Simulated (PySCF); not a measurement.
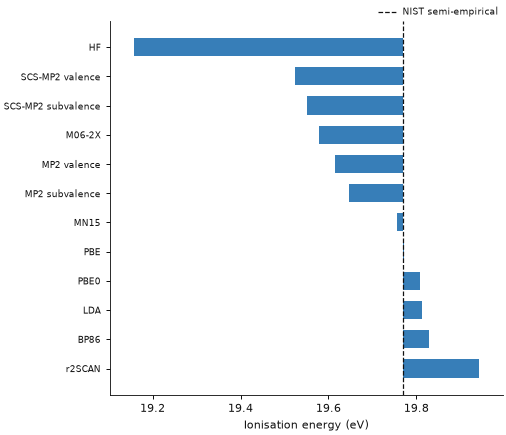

The ionisation energy of an atom or ion with 14 electrons in the configuration [Ne] 3s² 3p² by several methods. PySCF, dyall-acv3z, spin-free X2C-1e, unrestricted single determinants, no spin-orbit coupling. Methods marked “valence” freeze 10 core electrons; methods marked “subvalence” freeze 2 core electrons.

Q: Name the element and charge.

A: P⁺ (phosphorus, Z = 15). The values run from 19.157 eV (HF) to 19.942 eV (r2SCAN). The NIST semi-empirical value is 19.769 eV; nearest to it come PBE (+0.001) and MN15 (−0.014), furthest HF (−0.613 eV). These values lack spin-orbit coupling; with the first-order correction of −0.0066 eV added, PBE comes nearest (−0.005).
